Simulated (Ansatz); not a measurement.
# CH₄BClSi: phonon calculation

System: CH₄BClSi, SMILES CB=[SiH]Cl.
Method: RKS PBE/def2-mTZVP (Ansatz 0.2.0).

It belongs to a series of runs on one base structure; here: vibrations at the highest image of the band. Figures and captions count atoms from 1; the log counts them from 0 in places.

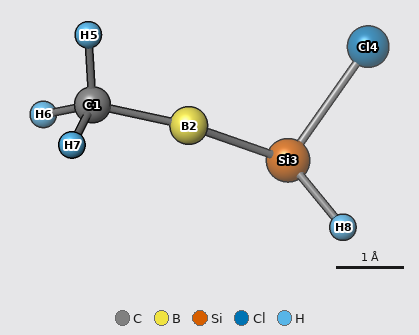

Fig. 1: The structure as given in the input (ball-and-stick view, seen at a tilt; atoms are numbered from 1 in the order of the input).

Input:
```yaml
crystal:
  periodic: [false, false, false]
  atoms:
    - { symbol: C, position_ang: [-0.068222, 1.464748, -0.289978] }
    - { symbol: B, position_ang: [0.152974, -0.016006, -0.01039] }
    - { symbol: Si, position_ang: [-0.020324, -1.706812, 0.853425] }
    - { symbol: Cl, position_ang: [-1.098417, -3.01374, -0.421953] }
    - { symbol: H, position_ang: [-0.469467, 1.577931, -1.315046] }
    - { symbol: H, position_ang: [-0.74351, 1.988282, 0.404118] }
    - { symbol: H, position_ang: [0.900962, 1.995731, -0.302813] }
    - { symbol: H, position_ang: [1.346015, -2.290135, 1.082647] }
basis:
  gaussian: { orbitals: def2-mTZVP }
hamiltonian:
  xc: pbe
phonons: {}
```

Command:
```bash
ansatz run input.yaml --threads 2 --pin off --max-ram 3072MiB --backend cpu --events-out ev --progress --plain --runs-dir out
```

Output:
```
Engine: ansatz 0.2.0, x86_64-unknown-linux-gnu
Functional definition: PBE
  parameter kappa = 0.804
  parameter beta = 0.06672455060314922
  exchange = pbe_x(kappa = kappa, mu = beta*pi^2/3)
  correlation = pbe_c(beta = beta)
977 factors; their error is unknown
mean field evaluation 1: about -22156.5992 eV, gradient 6.2e1 eV
mean field evaluation 2: about -22135.6518 eV, gradient 9.3e1 eV
mean field evaluation 4: about -22164.7162 eV, gradient 1.9e1 eV
mean field evaluation 8: about -22166.3583 eV, gradient 1.1e-1 eV
mean field evaluation 16: about -22166.3214 eV, gradient 3.9e-3 eV
mean field -22166.32137707 eV, -814.5972857350 hartree, gradient 5.0e-5 eV, S^2 0.000000; 1 other end points of the search recorded, 0 dependent functions left out
the calculation of the forces begins
reference -22166.32142025 eV, -814.5972873219 hartree; 23, 23 occupied and 71, 71 virtual orbitals, 977 factors
these checks for a lower state are left out or cut short: stability, starts, cluster_reference, orbital_swaps, neighbouring_geometries, increment
977 factors; their error is unknown
mean field -22166.32121537 eV, -814.5972797926 hartree, gradient 8.8e-7 eV, S^2 0.000000; 0 other end points of the search recorded, 0 dependent functions left out
[... from here on the field's lines of each further geometry are left out, up to the last ...]
the calculation of the forces begins
reference -22166.32141550 eV, -814.5972871473 hartree; 23, 23 occupied and 71, 71 virtual orbitals, 977 factors
these checks for a lower state are left out or cut short: stability, starts, cluster_reference, orbital_swaps, neighbouring_geometries, increment
977 factors; their error is unknown
mean field -22166.32137439 eV, -814.5972856365 hartree, gradient 8.8e-7 eV, S^2 0.000000; 0 other end points of the search recorded, 0 dependent functions left out
the calculation of the forces begins
reference -22166.32141757 eV, -814.5972872234 hartree; 23, 23 occupied and 71, 71 virtual orbitals, 977 factors
WARN: phonons: modes at or below zero, which the zero-point energy, F, S and C_V leave out: 1, the lowest at -104.69 cm⁻¹. A minimum has none, and a first-order saddle one
Total energy: -22166.32142025 eV, -814.5972873219 hartree
Atom 0 at    -0.068222     1.464748    -0.289978 Å, force    -0.009633    -0.023656    -0.010164 eV/Å
Atom 1 at     0.152974    -0.016006    -0.010390 Å, force     0.004255     0.000902     0.004515 eV/Å
Atom 2 at    -0.020324    -1.706812     0.853425 Å, force    -0.002221    -0.000991    -0.000139 eV/Å
Atom 3 at    -1.098417    -3.013740    -0.421953 Å, force     0.002275     0.005973     0.000251 eV/Å
Atom 4 at    -0.469467     1.577931    -1.315046 Å, force     0.001658     0.008167     0.003963 eV/Å
Atom 5 at    -0.743510     1.988282     0.404118 Å, force    -0.003658     0.004063     0.004243 eV/Å
Atom 6 at     0.900962     1.995731    -0.302813 Å, force     0.007692     0.003428    -0.002260 eV/Å
Atom 7 at     1.346015    -2.290135     1.082647 Å, force    -0.000367     0.002115    -0.000410 eV/Å
Dipole moment:     0.170241     0.790752    -0.010669 e Å
Vibrations: -104.69 66.57 208.83 276.09 380.32 485.95 541.84 686.15 772.82 833.22 1171.39 1316.08 1392.43 1395.84 2117.50 2938.10 2989.61 3020.19 cm⁻¹, zero-point energy 1.276600 eV
```

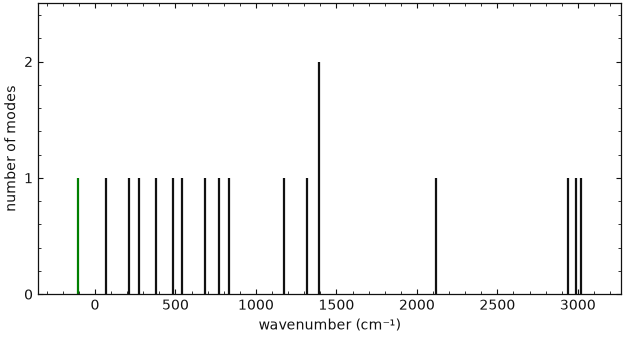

Fig. 2: Harmonic vibrational wavenumbers from the force constants; neighbouring modes closer than 14 cm⁻¹ are counted in one stick, and imaginary ones are drawn at negative wavenumbers. 18 modes from 105i to 3020 cm⁻¹, 1 imaginary beyond 8i (105i cm⁻¹): a first-order saddle point, if the geometry is stationary.

Results in brief:

```json
{"quantity": "outcome", "value": "converged"}
{"quantity": "total energy", "value": "−22166.3214 eV"}
{"quantity": "mean-field energy", "value": "−22166.3214 eV"}
{"quantity": "largest force (length of the vector)", "value": "0.027 eV/Å"}
{"quantity": "hardware", "value": "2 threads of AMD EPYC (Zen 3), 24 GiB of memory available, shared host"}
{"quantity": "wall time", "value": "36 s (CPU time 67 s)"}
{"quantity": "peak memory", "value": "0.14 GiB"}
```
